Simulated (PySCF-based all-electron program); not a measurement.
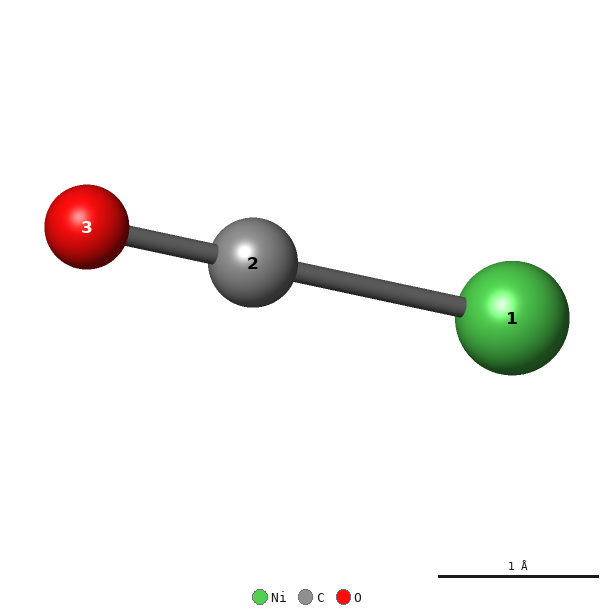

Simulated data, not a measurement (program: PySCF-based all-electron program).

Atoms carry their numbers in the input. The species is neutral and a spin singlet. Geometry: a fixed input geometry, not necessarily a minimum.

### How are the neighbours of atom 2 arranged?

C2 has 2 neighbours (Ni1 at 1.82, O3 at 1.16 Å); the arrangement is linear.
